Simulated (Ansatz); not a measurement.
# C3H9Sb (SMILES C[Sb](C)C): B2PLYP/def2-SVP (core potential)

Aim: the electronic atomisation energy of C3H9Sb at B2PLYP/def2-SVP (core potential), from 4 runs. 

The results are computed with Ansatz 0.2.0.

45 further runs of the same task are left out: 45 set aside as unsound or not needed.

## Step 1: The molecule

C3H9Sb: 13 atoms, total charge 0, spin state singlet. As SMILES, `C[Sb](C)C`. Geometry: relaxed at PBE0-D4/def2-TZVP.

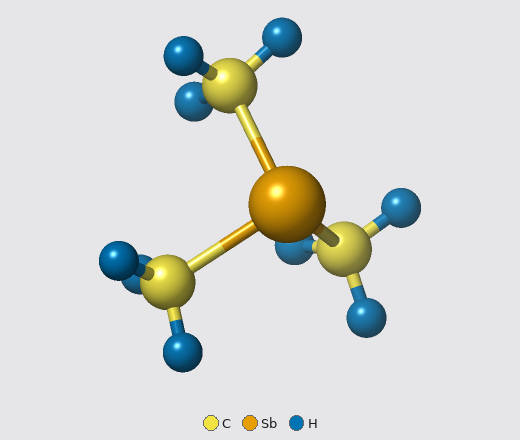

Viewed from a chosen angle; carbon yellow, antimony amber, hydrogen blue.

## Step 2: The energy at B2PLYP/def2-SVP (core potential)

The input, in.yaml:

```yaml
crystal:
  periodic: [false, false, false]
  atoms:
    - symbol: C
      position_ang: [-0.627060, 1.613630, -0.596750]
    - symbol: Sb
      position_ang: [0.652600, -0.078480, -0.986730]
    - symbol: C
      position_ang: [1.547960, -0.074710, 0.975700]
    - symbol: C
      position_ang: [-0.846730, -1.547890, -0.491030]
    - symbol: H
      position_ang: [-0.031480, 2.527050, -0.572700]
    - symbol: H
      position_ang: [-1.133390, 1.486100, 0.361170]
    - symbol: H
      position_ang: [-1.370260, 1.702910, -1.390050]
    - symbol: H
      position_ang: [0.772940, 0.002250, 1.739680]
    - symbol: H
      position_ang: [2.112440, -0.996110, 1.124100]
    - symbol: H
      position_ang: [2.230910, 0.770880, 1.066340]
    - symbol: H
      position_ang: [-0.382820, -2.531060, -0.402650]
    - symbol: H
      position_ang: [-1.598280, -1.586820, -1.280530]
    - symbol: H
      position_ang: [-1.326820, -1.287750, 0.453470]
basis:
  gaussian: {orbitals: def2-SVP}
hamiltonian: {xc: {name: B2PLYP}}
correlation: {frozen_orbitals: {C: 1, H: 0, Sb: 4}}
accuracy: high
output: {orbitals: {seedname: orbitals}}
```

Command:

```
$ ansatz run in.yaml --threads 1 --pin off --max-ram 3480MiB --events-out events.jsonl --progress --plain --runs-dir runs
```

What it wrote:

```text
Warning: RAYON_NUM_THREADS=1 ignored (pool sized by the plan → 1); use --threads N
Functional definition: B2PLYP
  name "B2PLYP"
  parameter a = 0.53
  parameter c = 0.27
  exchange = (1 - a)*b88_x + a*exact_x
  correlation = (1 - c)*lyp_c + c*(mp2_os + mp2_ss)
2866 factors; integrals over basis functions are off by at most 1.1e-8 eV
mean field evaluation 1: about -9768.3021 eV, gradient 5.3e1 eV
mean field evaluation 2: about -9768.8079 eV, gradient 5.3e1 eV
mean field evaluation 4: about -9775.9170 eV, gradient 2.5e0 eV
mean field evaluation 8: about -9775.9508 eV, gradient 8.1e-2 eV
mean field evaluation 16: about -9775.9508 eV, gradient 1.6e-5 eV
mean field -9775.95080966 eV, -359.2595658774 hartree, gradient 2.8e-8 eV, S^2 0.000000; 0 other end points of the search recorded, 0 dependent functions left out
7 core orbitals not correlated: weight in the atoms' cores, before any rotation towards them, 1.000 or more for the frozen orbitals, at most 0.000 for the correlated occupied ones
reference -9775.95083797 eV, -359.2595669181 hartree; 18, 18 occupied and 88, 88 virtual orbitals, 2866 factors
second order -18.89972173 eV of doubles, -0.00000000 eV of singles
Total energy: -9781.05376284 eV, -359.4470959480 hartree
```

Wall time 11 s (1 thread of Intel Xeon 6975P-C (Granite Rapids), shared host); peak memory 0.5 GiB.

## Step 3: The C atom at the same level

The input, job.yaml:

```yaml
crystal:
  periodic: [false, false, false]
  atoms:
    - {symbol: C, position_ang: [0.000000, 0.000000, 0.000000]}
basis:
  gaussian:
    orbitals: def2-SVP
magnetization:
  spin_polarized: true
  initial_magnetization: 2
hamiltonian:
  xc: {name: B2PLYP}
correlation:
  frozen_orbitals: {C: 1}
accuracy: high
```

Run the same way, it converges to -37.77593 Eh (log not shown).

## Step 4: The H atom at the same level

The input, input.yaml:

```yaml
crystal:
  periodic: [false, false, false]
  atoms:
    - {symbol: H, position_ang: [0.000000, 0.000000, 0.000000]}
basis:
  gaussian:
    orbitals: def2-SVP
magnetization:
  spin_polarized: true
  initial_magnetization: 1
hamiltonian:
  xc: {name: B2PLYP}
correlation:
  frozen_orbitals: {H: 0}
accuracy: high
```

Command:

```
$ ansatz run input.yaml --threads 1 --pin off --max-ram 3480MiB --events-out events.jsonl --progress --plain --runs-dir runs
```

What it wrote (excerpt; [...] marks lines left out):

```text
Warning: RAYON_NUM_THREADS=1 ignored (pool sized by the plan → 1); use --threads N
[... 6 set-up lines as earlier in the session ...]
15 factors; integrals over basis functions are off by at most 8.9e-10 eV
mean field evaluation 1: about -13.5392 eV, gradient 8.8e-1 eV
mean field evaluation 2: about -13.5391 eV, gradient 8.8e-1 eV
mean field evaluation 4: about -13.5493 eV, gradient 3.1e-5 eV
mean field evaluation 8: about -13.5492 eV, gradient 2.7e-10 eV
mean field -13.54924563 eV, -0.4979255927 hartree, gradient 5.2e-10 eV, S^2 0.750000; 0 other end points of the search recorded, 0 dependent functions left out
reference -13.54925786 eV, -0.4979260423 hartree; 1, 0 occupied and 4, 5 virtual orbitals, 15 factors
second order 0.00000000 eV of doubles, -0.00000000 eV of singles
Total energy: -13.54925786 eV, -0.4979260423 hartree
```

Run time: 0.08 s. Hardware: 1 thread of Intel Xeon 6975P-C (Granite Rapids), shared host.

## Step 5: The Sb atom

The input, input.yaml:

```yaml
crystal:
  periodic: [false, false, false]
  atoms:
    - {symbol: Sb, position_ang: [0.000000, 0.000000, 0.000000]}
basis:
  gaussian:
    orbitals: def2-SVP
hamiltonian:
  xc: {name: B2PLYP}
accuracy: high
correlation:
  frozen_orbitals: {Sb: 4}
magnetization:
  spin_polarized: true
  initial_magnetization: 3
```

Run the same way, it converges to -239.93539 Eh (log not shown).

## Step 6: Summary of results

At B2PLYP/def2-SVP (core potential), 7 core orbitals frozen:

```
                                     quantity          value
                       molecule: total energy  -359.44710 Eh
  molecule: HOMO energy (SCF part's orbitals)       -7.12 eV
  molecule: LUMO energy (SCF part's orbitals)        1.79 eV
molecule: HOMO–LUMO gap (SCF part's orbitals)        8.91 eV
                         C atom: total energy   -37.77593 Eh
                                 C atom: ⟨S²⟩          2.004
                         H atom: total energy    -0.49793 Eh
                                 H atom: ⟨S²⟩          0.750
                        Sb atom: total energy  -239.93539 Eh
                                Sb atom: ⟨S²⟩          3.751
                electronic atomisation energy      46.330 eV
```

**Reading.** Taking the molecule apart into free atoms costs 46.33 eV (4470 kJ/mol), before zero-point energy and without spin-orbit coupling.
